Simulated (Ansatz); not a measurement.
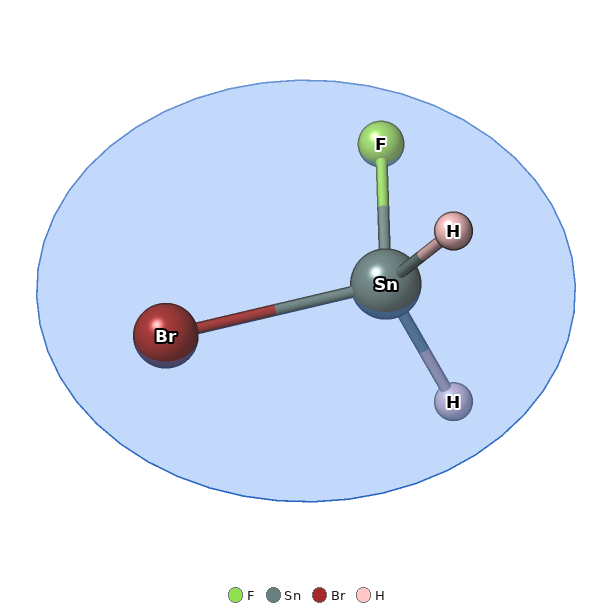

All proper rotation axes (lines) and mirror planes (discs) of the structure are drawn in. Atoms fade into the background with distance from the viewer. The geometry was computed by an optimisation with PBE0-D4/def2-TZVP.

Q: Name the symmetry elements and the point group.

A: It has 1 mirror plane. Point group Cs. The group has 2 operations. The geometry is achiral, and symmetry allows a dipole moment.
